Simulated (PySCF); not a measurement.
Vertical excitations of a molecule C₂H₅ClFNSi from TDA-PBE/def2-SVPD (PySCF), as energy in eV (oscillator strength): 5.04 (0.006), 5.84 (0.003), 6.15 (0.001), 6.45 (0.108), 6.63 (0.018), 6.73 (0.058), 6.84 (0.054), 7.14 (0.032), 7.22 (0.082), 7.27 (0.013). Lowest triplet (TDA): 4.29 eV. Coordinates come from a TPSSh-D3(BJ)/def2-SVP optimisation. The values are those of a single conformer.

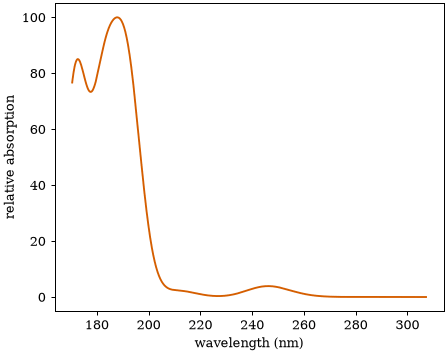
*The lines broadened by 0.4 eV.*

**Question.** Which structure fits?
A) N[Si@H](Cl)/C=C/F
B) C=C[Si](N)(F)Cl
C) C/C=N/[Si@@H](F)Cl
D) FC/N=C/[SiH2]Cl

**Answer.** A, N[Si@H](Cl)/C=C/F
